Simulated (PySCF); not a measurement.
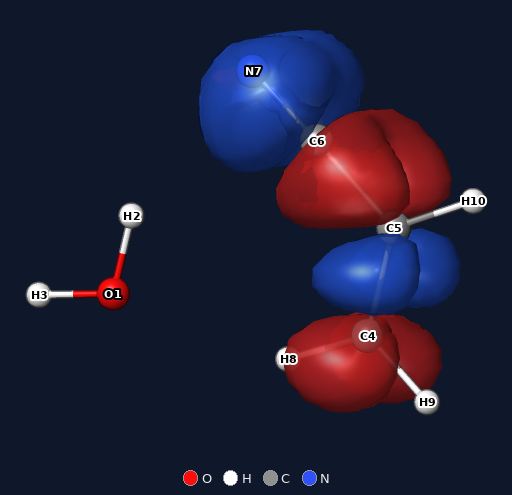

Figure 1: C3H5NO, SMILES `O.C=CC#N`. Unrelaxed difference density of S₂ less the ground state (TDA singlet states), ±0.02 e/Å³; red: gain, blue: loss.

Level of theory: CAM-B3LYP/def2-SVP (PySCF), at a geometry from GFN2-xTB. The pair's geometry is semi-empirical, so its contact may be too short or too long. Without diffuse functions Rydberg states are missing, so the states' numbers hold for this basis only.

### How does the charge move on excitation?

0.37 e is displaced in all, of which about 0.2 e passes between atoms: N7 (0.15 e) loses electrons and C4 (0.08 e) gains them. The state: 7.01 eV (177 nm), f = 0.333 (bright), π → π*; the leading pair carries 82 %; hole on N7 (38 %), C6 (21 %) and C4 (20 %), electron on C4 (28 %), N7 (23 %) and C6 (20 %) (shares are of the whole state, not of the leading pair alone); their centroids lie 0.5 Å apart; S₃ lies within 0.1 eV of it.
